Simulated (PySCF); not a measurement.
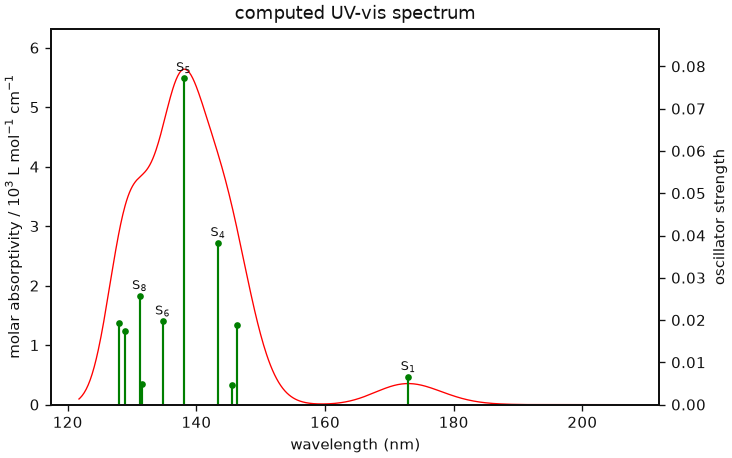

Computed absorption of C₄H₁₀O, SMILES CC[C@H](C)O. Vertical TDDFT excitations, PBE0/def2-TZVP with PySCF 2.14.0, at a PBE0-D3(BJ)/def2-SVP geometry (no frequency check), gas phase. The lowest 10 singlet states are shown; each is broadened by a Gaussian of 1/e half-width 0.30 eV. Sticks give oscillator strengths (right axis).

### Does any vertical transition fall in the visible?

No singlet lies below 3.1 eV (beyond 400 nm), so at this level no vertical transition falls in the visible.

### List the transitions behind the spectrum.

| state | E (eV) | λ (nm) | f | main character |
| --- | --- | --- | --- | --- |
| S1 | 7.17 | 173 | 0.007 | HOMO → LUMO (93 %) |
| S2 | 8.47 | 146 | 0.019 | HOMO → LUMO+1 (56 %) |
| S3 | 8.52 | 146 | 0.005 | HOMO−1 → LUMO (80 %) |
| S4 | 8.65 | 143 | 0.038 | HOMO → LUMO+2 (72 %) |
| S5 | 8.98 | 138 | 0.077 | HOMO → LUMO+3 (90 %) |
| S6 | 9.20 | 135 | 0.020 | HOMO−2 → LUMO (92 %) |
| S7 | 9.43 | 132 | 0.005 | HOMO → LUMO+4 (86 %) |
| S8 | 9.45 | 131 | 0.026 | HOMO−1 → LUMO+1 (52 %) |
| S9 | 9.62 | 129 | 0.018 | HOMO−3 → LUMO (77 %) |
| S10 | 9.68 | 128 | 0.019 | HOMO−1 → LUMO+1 (37 %) |

Caveats: states above the negative HOMO energy depend on the basis; one conformer of a flexible molecule; core orbitals are frozen in the response; def2-TZVP has no diffuse functions, so states with Rydberg character are missing or too high.
